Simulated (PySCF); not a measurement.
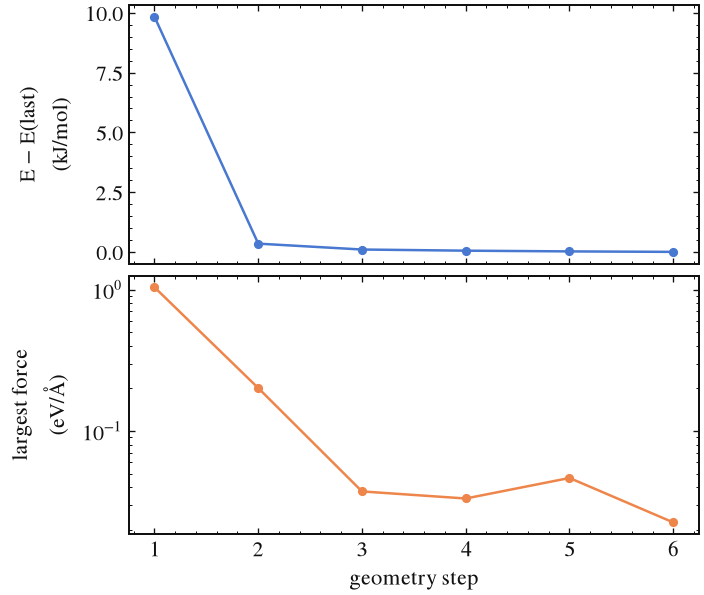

History of a geometry optimisation.

BFH5PSi (SMILES FBP[SiH3]); PySCF, PBE0-D3(BJ)/def2-SVP, geometry optimisation.

> How did the optimisation end?

The optimisation met its thresholds at geometry 6, counting the start as the first. The energy fell by about 9.8 kJ/mol from the first step to the last. The largest force goes from about 1 eV/Å at the start to 0.023 eV/Å at the end.
